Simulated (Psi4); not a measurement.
# [C2H2F2]+ (SMILES [CH2+][C](F)F): UCCSD/6-311+G(d,p)

What is the vertical ionisation energy of [C2H2F2]+ at UCCSD/6-311+G**? 

The results are computed with Psi4 1.11.

1 further run of the same task is left out (set aside as unsound or not needed).

### Step 1. The structure to begin with

[C2H2F2]+ has 6 atoms, charge +1, and is taken as a doublet. SMILES: `[CH2+][C](F)F`. The shape is that of a GFN2-xTB optimisation. This is one conformer, not always the lowest.

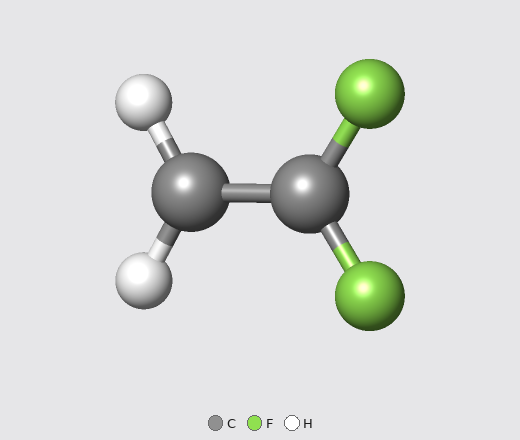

The structure, seen from a chosen angle (carbon grey, fluorine green, hydrogen white).

### Step 2. A single-point energy at UCCSD/6-311+G(d,p)

input.json reads:

```json
{
  "schema_name": "qcschema_input",
  "schema_version": 1,
  "molecule": {
    "schema_name": "qcschema_molecule",
    "schema_version": 2,
    "symbols": ["C", "C", "F", "F", "H", "H"],
    "geometry": [-0.58815836, 1.18652124, -0.47520943, 0.50967803, -1.02612129, 0.41005167, -0.75912188, -2.88111424, 1.28590194, 2.8896936, -1.4130805, 0.43174573, 0.58214903, 2.71572541, -1.20447364, -2.63420263, 1.41806938, -0.44801627],
    "molecular_charge": 1,
    "molecular_multiplicity": 2,
    "fix_symmetry": "c1",
    "fix_com": true,
    "fix_orientation": true
  },
  "driver": "energy",
  "model": {
    "method": "ccsd",
    "basis": "6-311+G**"
  },
  "keywords": {
    "reference": "uhf",
    "puream": true,
    "e_convergence": 1e-09,
    "d_convergence": 1e-08,
    "scf_type": "pk",
    "num_frozen_docc": 4,
    "maxiter": 200
  }
}
```

On the command line:

```sh
$ psi4 --qcschema input.json -n 1 --memory 1600MB
```

stdout:

```text
[...]
  Running in c1 symmetry.
[...]
  Nuclear repulsion =  118.497687052403251
[...]
  Multiplicity = 2
[...]
  Nalpha       = 16
  Nbeta        = 15
[...]
    Number of basis functions: 100
[...]
   @UHF iter   1:  -275.38901197866056   -2.15340e-01   4.49743e-03 ADIIS/DIIS
[...]
   @UHF iter  15:  -275.48920461167359   -4.32010e-12   5.25785e-09 DIIS
[...]
   @S^2 Observed:                7.558342988E-01
[...]
    Orbital Energies [Eh]
    ---------------------
    Alpha Occupied:
       1A    -26.654614     2A    -26.654490     3A    -11.800256
       4A    -11.597649     5A     -2.030356     6A     -1.956182
       7A     -1.405781     8A     -1.199241     9A     -1.116617
      10A     -1.078696    11A     -1.063797    12A     -0.983849
      13A     -0.963686    14A     -0.936504    15A     -0.896031
      16A     -0.739349
    Alpha Virtual:
      17A     -0.166044    18A     -0.107013    19A     -0.064792
      20A     -0.060262    21A     -0.058299    22A     -0.030685
      23A     -0.021874    24A     -0.006685    25A      0.025063
[...]
  @UHF Final Energy:  -275.48920461167359
   => Energetics <=
    Nuclear Repulsion Energy =            118.4976870524032506
    One-Electron Energy =                -606.8017606297739803
    Two-Electron Energy =                 212.8148689656971442
    Total Energy =                       -275.4892046116735855
  UHF NO Occupations:
  HONO-2 :   14  A 1.9995095
  HONO-1 :   15  A 1.9982910
[...]
 Multipole Moments:
 ------------------------------------------------------------------------------------
     Multipole            Electronic (a.u.)      Nuclear  (a.u.)        Total (a.u.)
 ------------------------------------------------------------------------------------
 L = 1.  Multiply by 2.5417464519 to convert [e a0] to [Debye]
 Dipole X            :        -16.8425105           16.6522099           -0.1903006
 Dipole Y            :         33.9372165          -33.5515582            0.3856583
 Dipole Z            :        -13.5698925           13.4153926           -0.1544999
 Magnitude           :                                                    0.4569649
[...]
      * MP2 total energy                      = -276.135224362937038
[...]
      * CCSD total energy                     = -276.154581898958440
[...]
```

The result, in JSON:

```text
{
 "driver": "energy",
 "model": {
  "method": "ccsd",
  "basis": "6-311+G**"
 },
 "success": true,
 "return_result": -276.15458189895844,
 "properties": {
  "calcinfo_nbasis": 100,
  "calcinfo_nmo": 100,
  "calcinfo_nalpha": 16,
  "calcinfo_nbeta": 15,
  "calcinfo_natom": 6,
  "nuclear_repulsion_energy": 118.49768705240325,
  "return_energy": -276.15458189895844,
  "scf_one_electron_energy": -606.801760629774,
  "scf_two_electron_energy": 212.81486896569714,
  "scf_dipole_moment": [-0.19030057972405956, 0.3856583406026246, -0.1544999495398578],
  "scf_total_energy": -275.4892046116736,
  "scf_iterations": 15,
  "mp2_same_spin_correlation_energy": -0.1723238666264005,
  "mp2_opposite_spin_correlation_energy": -0.47369588463431445,
  "mp2_singles_energy": -4.646220293000961e-26,
  "mp2_doubles_energy": -0.646019751260715,
  "mp2_correlation_energy": -0.646019751260715,
  "mp2_total_energy": -276.13522436293704,
  "ccsd_same_spin_correlation_energy": -0.1562742725994939,
  "ccsd_opposite_spin_correlation_energy": -0.5091030146826048,
  "ccsd_singles_energy": 5.74734246540835e-17,
  "ccsd_doubles_energy": -0.6653772872820987,
  "ccsd_correlation_energy": -0.6653772872820987,
  "ccsd_total_energy": -276.15458189895844,
  "ccsd_iterations": 18
 }
}
```

Wall time 74 s (1 thread of Intel Xeon 6975P-C (Granite Rapids), shared host); peak memory 0.99 GiB.

### Step 3. Singlet [C2H2F2]2+

input.in reads:

```
memory 1.6 GB

molecule m {
  2 1
  C     -0.311240     0.627880    -0.251470
  C      0.269710    -0.543000     0.216990
  F     -0.401710    -1.524620     0.680470
  F      1.529160    -0.747770     0.228470
  H      0.308060     1.437100    -0.637380
  H     -1.393960     0.750410    -0.237080
  symmetry c1
  no_reorient
  no_com
}

set {
  basis           6-311+G**
  puream          true
  e_convergence   1e-09
  d_convergence   1e-08
  scf_type        pk
  num_frozen_docc 4
}

result = energy('ccsd')
```

On the command line:

```sh
$ psi4 -n 1 input.in input.out
```

input.out:

```text
[...]
  Running in c1 symmetry.
[...]
  Nuclear repulsion =  118.497686943311948
[...]
  Multiplicity = 1
[...]
  Nalpha       = 15
  Nbeta        = 15
[...]
    Number of basis functions: 100
[...]
   @RHF iter   1:  -274.62326577307203    5.50406e-01   5.67325e-03 DIIS/ADIIS
[...]
   @RHF iter  12:  -274.79426648182232   -3.69482e-12   3.83102e-09 DIIS
[...]
    Orbital Energies [Eh]
    ---------------------
    Doubly Occupied:
       1A    -26.947847     2A    -26.947707     3A    -12.131817
       4A    -11.999721     5A     -2.307008     6A     -2.231032
       7A     -1.718480     8A     -1.477107     9A     -1.398367
      10A     -1.369782    11A     -1.323354    12A     -1.249887
      13A     -1.240266    14A     -1.219957    15A     -1.219232
[...]
  @RHF Final Energy:  -274.79426648182232
   => Energetics <=
    Nuclear Repulsion Energy =            118.4976869433119475
    One-Electron Energy =                -597.0207812008205792
    Two-Electron Energy =                 203.7288277756863408
    Total Energy =                       -274.7942664818223193
[...]
 Multipole Moments:
 ------------------------------------------------------------------------------------
     Multipole            Electronic (a.u.)      Nuclear  (a.u.)        Total (a.u.)
 ------------------------------------------------------------------------------------
 L = 1.  Multiply by 2.5417464519 to convert [e a0] to [Debye]
 Dipole X            :        -16.9472337           16.6522099           -0.2950237
 Dipole Y            :         34.1485848          -33.5515582            0.5970265
 Dipole Z            :        -13.6549369           13.4153925           -0.2395443
 Magnitude           :                                                    0.7077155
[...]
      * MP2 total energy                      = -275.435050659994999
[...]
      * CCSD total energy                     = -275.452220919107276
[...]
```

It took 26 s on 1 thread of Intel Xeon 6975P-C (Granite Rapids), shared host; peak memory 0.97 GiB.

### Step 4. Summary of results

At UCCSD/6-311+G**, 4 core orbitals frozen:

| quantity | value |
| --- | --- |
| doublet [C2H2F2]+: total energy | -276.15458 Eh |
| doublet [C2H2F2]+: HOMO energy (Hartree–Fock orbitals) (highest over α and β) | -20.12 eV |
| doublet [C2H2F2]+: LUMO energy (Hartree–Fock orbitals) (lowest over α and β) | -7.72 eV |
| doublet [C2H2F2]+: correlation energy (4 core orbitals frozen) | -665.4 mEh |
| doublet [C2H2F2]+: ⟨S²⟩ of the reference determinant | 0.756 |
| doublet [C2H2F2]+: T1 diagnostic | 0.026 |
| singlet [C2H2F2]2+: total energy | -275.45222 Eh |
| singlet [C2H2F2]2+: HOMO energy (Hartree–Fock orbitals) | -33.18 eV |
| singlet [C2H2F2]2+: LUMO energy (Hartree–Fock orbitals) | -17.77 eV |
| singlet [C2H2F2]2+: HOMO–LUMO gap (Hartree–Fock orbitals) | 15.40 eV |
| singlet [C2H2F2]2+: correlation energy (4 core orbitals frozen) | -658.0 mEh |
| singlet [C2H2F2]2+: T1 diagnostic | 0.026 |
| vertical ionisation energy (to the singlet dication) | 19.112 eV |

**Reading.** Removing an electron at fixed nuclei costs 19.11 eV (441 kcal/mol). Only the singlet of the ionised species was computed; a triplet could lie lower. The T1 diagnostic (singlet [C2H2F2]2+) of 0.026 is above the customary mark for such species, so a single reference may not serve.
